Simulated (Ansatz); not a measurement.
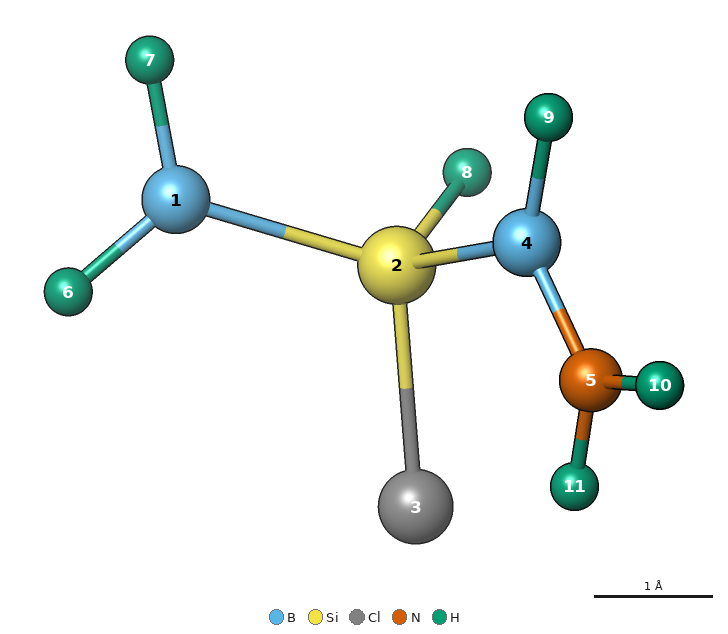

Numbered structure. Computed geometry: PBE-D4/def2-SVP optimisation. No frequency run is at hand to confirm it as a minimum.

Which atoms are bonded, and how long are the bonds?

```csv
bond,length (Å),order
B1–Si2,1.995,single
B1–H6,1.216,single
B1–H7,1.219,single
Si2–Cl3,2.129,single
Si2–B4,2.036,single
Si2–H8,1.511,single
B4–N5,1.391,single
B4–H9,1.217,single
N5–H10,1.022,single
N5–H11,1.027,single
```
